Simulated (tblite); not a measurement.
# Geometry relaxation, with input and output: C₄H₁₄FPSi₂ (part 3 of 3)

C₄H₁₄FPSi₂; GFN2-xTB geometry optimisation, gas phase (tblite 0.8.0). 

Geometry of the input (Å):
```
C  -3.2404  0.4961  -0.1098
C  -2.0008  0.2071  -0.9176
C  -0.8146  0.4084  0.0311
C  -0.8927  -0.4857  1.2055
F  -0.8826  -1.8036  0.8367
Si 0.8156  0.2417  -0.8149
P  2.1881  -1.0377  0.3188
Si 4.1996  -0.1368  0.1655
H  -3.5168  -0.3127  0.5857
H  -4.1106  0.7103  -0.7774
H  -3.0643  1.4416  0.4694
H  -2.0720  -0.8533  -1.2436
H  -1.9580  0.8391  -1.7962
H  -0.9255  1.4709  0.3806
H  -1.8477  -0.3020  1.7480
H  -0.0477  -0.2422  1.9083
H  1.4333  1.6051  -0.8062
H  0.6686  -0.1690  -2.2211
H  2.1684  -2.4242  -0.1044
H  4.3911  0.4737  -1.1738
H  4.2246  0.9879  1.1162
H  5.2738  -1.0952  0.3967
```

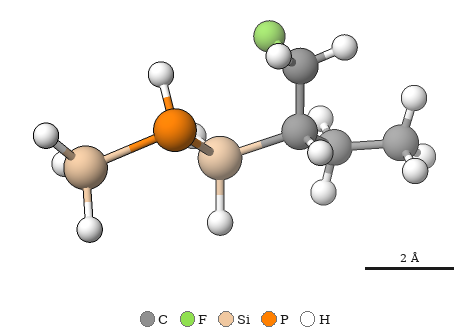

**Figure 1.** The geometry at step 186 of the log (ball-and-stick view, seen at a tilt).

**Trajectory as extended XYZ, continued**
```
22
Properties=species:S:1:pos:R:3:forces:R:3 step=145 energy=-718.94431
C    -3.2756    0.8914   -0.1395   -0.0170   0.0110   0.0010
C    -1.9850    0.4158   -0.7976   -0.0050   0.0050   0.0040
C    -0.8545    0.1952    0.2081    0.0060   0.0040   0.0040
C    -1.0643   -1.0654    1.0293    0.0070  -0.0040  -0.0010
F    -0.8448   -2.1839    0.2527    0.0080   0.0040  -0.0060
Si    0.8537    0.1198   -0.6532   -0.0060  -0.0140   0.0050
P     2.3512   -0.1915    0.9770   -0.0070  -0.0100  -0.0070
Si    4.2849    0.0648   -0.0990    0.0050  -0.0180  -0.0140
H    -3.6453    0.1645    0.5793   -0.0120  -0.0040  -0.0010
H    -4.0499    1.0491   -0.8861    0.0020  -0.0100  -0.0280
H    -3.1086    1.8323    0.3805    0.0000   0.0120   0.0170
H    -2.1646   -0.5137   -1.3398    0.0030  -0.0140   0.0030
H    -1.6687    1.1638   -1.5267    0.0030   0.0050  -0.0180
H    -0.8520    1.0307    0.9153    0.0090   0.0140   0.0100
H    -2.0836   -1.1586    1.4176    0.0110  -0.0010   0.0100
H    -0.3478   -1.1156    1.8573    0.0070  -0.0140  -0.0110
H     1.1070    1.4178   -1.2906    0.0000   0.0070   0.0110
H     0.8681   -0.9190   -1.6862   -0.0070   0.0070   0.0040
H     2.3375   -1.5678    0.8964   -0.0120   0.0050   0.0070
H     4.2041   -0.2077   -1.5371   -0.0070  -0.0070   0.0250
H     4.6920    1.4513    0.1140   -0.0010   0.0120  -0.0060
H     5.2359   -0.8540    0.5257    0.0100   0.0090  -0.0080
22
Properties=species:S:1:pos:R:3:forces:R:3 step=155 energy=-718.94707
C    -3.2865    0.8666   -0.1217   -0.0230   0.0010   0.0190
C    -1.9823    0.4506   -0.7934    0.0060  -0.0050   0.0110
C    -0.8492    0.2091    0.2041    0.0160   0.0030   0.0090
C    -1.0475   -1.0731    0.9958    0.0080   0.0120   0.0110
F    -0.8407   -2.1704    0.1857   -0.0070   0.0080   0.0090
Si    0.8580    0.1486   -0.6592    0.0040  -0.0210   0.0060
P     2.3444   -0.1169    0.9902   -0.0160  -0.0110   0.0060
Si    4.2825    0.0318   -0.0950    0.0090  -0.0390  -0.0210
H    -3.6437    0.0978    0.5595   -0.0050   0.0040  -0.0080
H    -4.0598    1.0369   -0.8669    0.0070   0.0150  -0.0150
H    -3.1451    1.7856    0.4447   -0.0060  -0.0090  -0.0130
H    -2.1383   -0.4575   -1.3769   -0.0110  -0.0330   0.0030
H    -1.6813    1.2350   -1.4903    0.0130   0.0120   0.0040
H    -0.8402    1.0281    0.9307   -0.0190   0.0020   0.0060
H    -2.0584   -1.1776    1.4039    0.0220   0.0010  -0.0140
H    -0.3144   -1.1441    1.8084   -0.0110  -0.0090  -0.0130
H     1.1020    1.4408   -1.3092    0.0040   0.0180   0.0060
H     0.8798   -0.9036   -1.6786    0.0070   0.0130   0.0030
H     2.2950   -1.4945    0.9837   -0.0010   0.0000   0.0020
H     4.1897   -0.3994   -1.4910    0.0080  -0.0120  -0.0160
H     4.6800    1.4349   -0.0428    0.0070   0.0330   0.0020
H     5.2457   -0.8093    0.6159   -0.0130   0.0160   0.0020
22
Properties=species:S:1:pos:R:3:forces:R:3 step=165 energy=-718.94917
C    -3.2938    0.8541   -0.1273   -0.0110   0.0010   0.0050
C    -1.9790    0.4507   -0.7866   -0.0120   0.0030  -0.0030
C    -0.8475    0.2207    0.2147    0.0030   0.0220  -0.0190
C    -1.0339   -1.0672    0.9973   -0.0030   0.0290   0.0070
F    -0.8415   -2.1548    0.1717   -0.0010  -0.0110   0.0190
Si    0.8580    0.1713   -0.6516    0.0120  -0.0060   0.0010
P     2.3447   -0.1228    0.9900    0.0120   0.0290   0.0110
Si    4.2782    0.0122   -0.1073    0.0050  -0.0090   0.0360
H    -3.6661    0.0745    0.5331    0.0120   0.0010  -0.0020
H    -4.0507    1.0382   -0.8854   -0.0160   0.0130  -0.0130
H    -3.1626    1.7642    0.4551   -0.0040  -0.0040   0.0010
H    -2.1234   -0.4605   -1.3698    0.0040   0.0080  -0.0040
H    -1.6816    1.2413   -1.4790    0.0050  -0.0190  -0.0050
H    -0.8511    1.0381    0.9433    0.0000  -0.0120   0.0020
H    -2.0380   -1.1722    1.4194   -0.0030  -0.0140   0.0020
H    -0.2873   -1.1440    1.7960   -0.0070  -0.0270   0.0130
H     1.1074    1.4694   -1.2880    0.0000   0.0180   0.0160
H     0.8776   -0.8651   -1.6863    0.0010  -0.0010  -0.0040
H     2.2767   -1.4987    0.9876    0.0060  -0.0170  -0.0160
H     4.1948   -0.4703   -1.4870    0.0130  -0.0040  -0.0030
H     4.6610    1.4220   -0.0906   -0.0110   0.0070  -0.0240
H     5.2475   -0.7817    0.6482   -0.0070  -0.0060  -0.0190
22
Properties=species:S:1:pos:R:3:forces:R:3 step=176 energy=-718.95185
C    -3.3095    0.8254   -0.1452    0.0200  -0.0120  -0.0090
C    -1.9761    0.4530   -0.7867    0.0000   0.0020  -0.0070
C    -0.8486    0.2440    0.2259    0.0010   0.0080  -0.0150
C    -1.0238   -1.0421    1.0151   -0.0070   0.0050  -0.0060
F    -0.8591   -2.1318    0.1862    0.0030  -0.0070   0.0120
Si    0.8625    0.2142   -0.6326    0.0080   0.0020  -0.0080
P     2.3499   -0.1604    0.9927    0.0170  -0.0140  -0.0150
Si    4.2796   -0.0211   -0.1107   -0.0010   0.0160  -0.0060
H    -3.6765    0.0261    0.4930   -0.0120  -0.0050   0.0170
H    -4.0575    1.0103   -0.9131    0.0140   0.0030   0.0020
H    -3.2040    1.7262    0.4560   -0.0030   0.0040   0.0020
H    -2.0930   -0.4604   -1.3730   -0.0030   0.0080   0.0020
H    -1.6863    1.2488   -1.4762    0.0090  -0.0040   0.0050
H    -0.8656    1.0641    0.9508   -0.0140  -0.0020   0.0050
H    -2.0167   -1.1409    1.4636   -0.0220  -0.0070  -0.0060
H    -0.2590   -1.1276    1.7959   -0.0030   0.0030   0.0120
H     1.1265    1.5370   -1.2120   -0.0060  -0.0030   0.0140
H     0.8690   -0.7803   -1.7084    0.0090   0.0020  -0.0020
H     2.2683   -1.5361    0.9374   -0.0080   0.0140  -0.0020
H     4.2294   -0.5713   -1.4671   -0.0140  -0.0060   0.0010
H     4.6157    1.3999   -0.1739    0.0010  -0.0070  -0.0020
H     5.2644   -0.7575    0.6799    0.0100   0.0030   0.0060
22
Properties=species:S:1:pos:R:3:forces:R:3 step=186 energy=-718.95359
C    -3.3004    0.8377   -0.1566    0.0150  -0.0050  -0.0180
C    -1.9662    0.4479   -0.7859    0.0020  -0.0030   0.0000
C    -0.8520    0.2297    0.2392    0.0040   0.0040  -0.0030
C    -1.0377   -1.0631    1.0150   -0.0060  -0.0050  -0.0020
F    -0.8681   -2.1497    0.1832    0.0200   0.0100  -0.0030
Si    0.8673    0.2256   -0.6028    0.0060   0.0180  -0.0210
P     2.3697   -0.1496    1.0073   -0.0090  -0.0100   0.0030
Si    4.2811   -0.0260   -0.1299   -0.0180   0.0310  -0.0290
H    -3.6831    0.0475    0.4847   -0.0020  -0.0010  -0.0050
H    -4.0367    1.0275   -0.9343   -0.0100  -0.0030   0.0120
H    -3.1911    1.7413    0.4400    0.0040   0.0000  -0.0040
H    -2.0874   -0.4660   -1.3706   -0.0060   0.0130   0.0040
H    -1.6608    1.2385   -1.4754   -0.0020  -0.0130   0.0170
H    -0.8860    1.0407    0.9736    0.0100   0.0060   0.0020
H    -2.0364   -1.1623    1.4503   -0.0250  -0.0010   0.0020
H    -0.2830   -1.1550    1.8045    0.0000  -0.0010   0.0090
H     1.1166    1.5644   -1.1530   -0.0050  -0.0130   0.0070
H     0.8844   -0.7457   -1.7005    0.0100   0.0040   0.0080
H     2.2714   -1.5238    0.9637    0.0060  -0.0020  -0.0010
H     4.2040   -0.6202   -1.4668    0.0020  -0.0110   0.0120
H     4.5897    1.3980   -0.2532    0.0060  -0.0200   0.0060
H     5.2945   -0.7182    0.6649   -0.0020   0.0030   0.0010
22
Properties=species:S:1:pos:R:3:forces:R:3 step=196 energy=-718.95516
C    -3.3046    0.8233   -0.1525    0.0030   0.0110   0.0000
C    -1.9619    0.4620   -0.7801    0.0000   0.0000  -0.0010
C    -0.8517    0.2327    0.2468    0.0140   0.0050  -0.0070
C    -1.0390   -1.0717    1.0023    0.0030   0.0020  -0.0050
F    -0.8300   -2.1428    0.1594    0.0130  -0.0090   0.0030
Si    0.8697    0.2547   -0.5927    0.0050   0.0040  -0.0090
P     2.3766   -0.1061    1.0150   -0.0020  -0.0220   0.0070
Si    4.2771   -0.0512   -0.1448    0.0070   0.0020  -0.0170
H    -3.6940    0.0085    0.4538    0.0130   0.0160  -0.0070
H    -4.0342    1.0422   -0.9288   -0.0010  -0.0100  -0.0020
H    -3.2026    1.7048    0.4778   -0.0060  -0.0030   0.0090
H    -2.0707   -0.4384   -1.3870    0.0030  -0.0050   0.0010
H    -1.6586    1.2705   -1.4488   -0.0080   0.0010   0.0100
H    -0.8860    1.0342    0.9919   -0.0190   0.0010  -0.0030
H    -2.0487   -1.1911    1.4075   -0.0020   0.0000  -0.0040
H    -0.3059   -1.1652    1.8120    0.0020   0.0040  -0.0050
H     1.0996    1.6032   -1.1267   -0.0010  -0.0090   0.0050
H     0.9117   -0.7034   -1.7012   -0.0080   0.0020   0.0100
H     2.2588   -1.4800    1.0054   -0.0010   0.0090   0.0050
H     4.2031   -0.7709   -1.4189   -0.0010   0.0020   0.0140
H     4.5760    1.3566   -0.3972   -0.0070   0.0030  -0.0020
H     5.3049   -0.6526    0.7046   -0.0060  -0.0050  -0.0020
22
Properties=species:S:1:pos:R:3:forces:R:3 step=207 energy=-718.95572
C    -3.3067    0.8156   -0.1516    0.0030   0.0000   0.0010
C    -1.9586    0.4736   -0.7781   -0.0050  -0.0010  -0.0030
C    -0.8518    0.2392    0.2512    0.0000   0.0090  -0.0080
C    -1.0337   -1.0738    0.9924    0.0030   0.0030  -0.0050
F    -0.7955   -2.1356    0.1456    0.0070  -0.0130  -0.0120
Si    0.8717    0.2738   -0.5829    0.0040  -0.0050   0.0050
P     2.3815   -0.0894    1.0227   -0.0010  -0.0010  -0.0050
Si    4.2746   -0.0684   -0.1517   -0.0030  -0.0040   0.0050
H    -3.6917   -0.0122    0.4388   -0.0010   0.0000   0.0010
H    -4.0340    1.0400   -0.9284   -0.0020   0.0000   0.0030
H    -3.2159    1.6857    0.4957   -0.0020   0.0050  -0.0050
H    -2.0587   -0.4191   -1.3981    0.0080   0.0030   0.0000
H    -1.6585    1.2946   -1.4328   -0.0060  -0.0050   0.0030
H    -0.8989    1.0331    1.0033    0.0050   0.0030   0.0040
H    -2.0485   -1.2097    1.3790    0.0000  -0.0060   0.0060
H    -0.3117   -1.1646    1.8118   -0.0010   0.0080   0.0110
H     1.0960    1.6249   -1.1113    0.0050  -0.0010   0.0060
H     0.9092   -0.6789   -1.6957    0.0030  -0.0020   0.0020
H     2.2517   -1.4619    1.0314   -0.0070   0.0030  -0.0010
H     4.1992   -0.8596   -1.3810   -0.0010  -0.0030  -0.0110
H     4.5558    1.3261   -0.4832   -0.0060   0.0070  -0.0010
H     5.3143   -0.6140    0.7204   -0.0020  -0.0020   0.0030
22
Properties=species:S:1:pos:R:3:forces:R:3 step=217 energy=-718.95614
C    -3.3073    0.8138   -0.1565    0.0030  -0.0030   0.0030
C    -1.9550    0.4775   -0.7772   -0.0040  -0.0010  -0.0030
C    -0.8522    0.2433    0.2565   -0.0030   0.0050  -0.0040
C    -1.0287   -1.0745    0.9908    0.0000   0.0030  -0.0030
F    -0.7674   -2.1304    0.1427    0.0070  -0.0020  -0.0010
Si    0.8746    0.2837   -0.5699    0.0030   0.0000   0.0030
P     2.3829   -0.0959    1.0314   -0.0050   0.0010   0.0030
Si    4.2645   -0.0792   -0.1602    0.0000  -0.0050   0.0050
H    -3.6883   -0.0125    0.4387    0.0010  -0.0010  -0.0010
H    -4.0346    1.0289   -0.9361    0.0040  -0.0020   0.0040
H    -3.2238    1.6885    0.4856   -0.0010   0.0050  -0.0040
H    -2.0476   -0.4131   -1.4011   -0.0010  -0.0040   0.0020
H    -1.6554    1.3015   -1.4281    0.0010   0.0000   0.0030
H    -0.9052    1.0337    1.0117    0.0030   0.0010   0.0020
H    -2.0458   -1.2257    1.3656   -0.0010   0.0020   0.0010
H    -0.3153   -1.1579    1.8187   -0.0030  -0.0030   0.0030
H     1.1088    1.6403   -1.0784   -0.0040   0.0050  -0.0070
H     0.9136   -0.6586   -1.6912    0.0000   0.0020  -0.0040
H     2.2421   -1.4666    1.0365   -0.0010  -0.0060   0.0010
H     4.1918   -0.8973   -1.3720   -0.0030  -0.0050  -0.0050
H     4.5220    1.3110   -0.5277    0.0000   0.0090   0.0020
H     5.3158   -0.5912    0.7178    0.0050  -0.0020   0.0000
```

**Results in brief**

| quantity | value |
| --- | --- |
| outcome | converged |
| total energy | −718.9561 eV |
| hardware | 1 CPU thread, shared host |
| wall time | 4.1 s |
| peak memory | 0.18 GiB |
